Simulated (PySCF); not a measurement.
## Electronic structure of C$_{3}$H$_{11}$OSSi$_{2}$ (doublet) in real space

Input

```
{"job": {"kind": "epr", "basis": "pcH-1"}, "charge": 0, "multiplicity": 2}
C      3.448975    -0.760097     0.584164
C      2.042256    -0.879276     0.009993
Si     1.173785     0.804334    -0.226193
Si    -1.033790     0.726584    -0.778589
O     -1.714183     2.200456    -0.603272
S     -1.899265    -0.626524     0.702258
C     -3.655827    -0.316385     0.382843
H      4.076580    -0.147047    -0.058995
H      3.914005    -1.740176     0.677763
H      3.424456    -0.300114     1.569137
H      2.094182    -1.387600    -0.956379
H      1.435693    -1.511447     0.660502
H      2.016682     1.622499    -1.125774
H     -1.727935     0.380987    -2.022579
H     -1.612968     2.728434     0.183952
H     -4.214347    -0.792634     1.181883
H     -3.934057    -0.748944    -0.574200
H     -3.843001     0.753268     0.381828
```

Launched as:

```sh
OMP_NUM_THREADS=1 python probes_run.py task.json out
```

Geometry: GFN2-xTB.

Method: UKS B3LYP, pcH-1 on C H O S Si, non-relativistic, mean-field spin-orbit, GIAO (PySCF 2.14.0, density-fitted response routines).

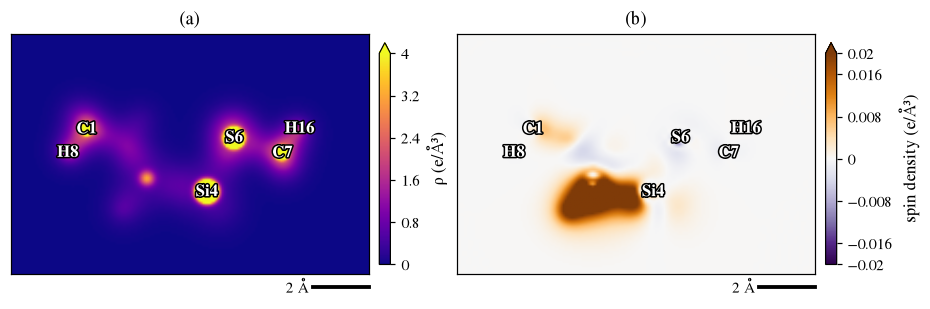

Figure 1. (a) total electron density; (b) spin density on the plane of atoms Si4, S6 and C7.

> What does the map show?

- The plane passes through C, Si, S and H nuclei.
- C–S (1.81 Å): the density is about 1.2 e/Å³ at the midpoint.
- Si–S (2.18 Å): ρ is about 0.8 e/Å³ halfway.
- The unpaired spin (1 electron) lies mostly on Si3 (about 0.7) and Si4 (about 0.1), in electrons by Hirshfeld's partition.

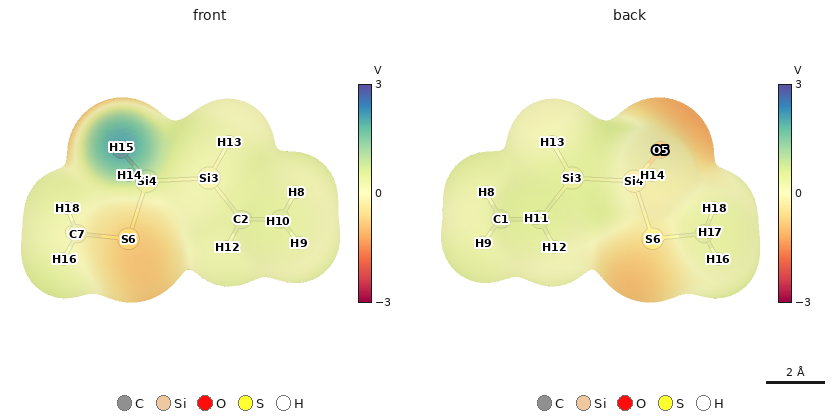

Figure 2. The electrostatic potential painted on the density surface at 0.001 e/bohr³, seen from the front and from behind; red is negative and blue positive.

> Which sites attract a positive test charge, and which a negative one?

A positive charge is drawn to the negative regions and a negative charge to the positive ones. The most negative region (about −1.2 V) lies over O5, the most positive (about +2.0 V) over H15. O5 is the likeliest acceptor of a hydrogen bond.
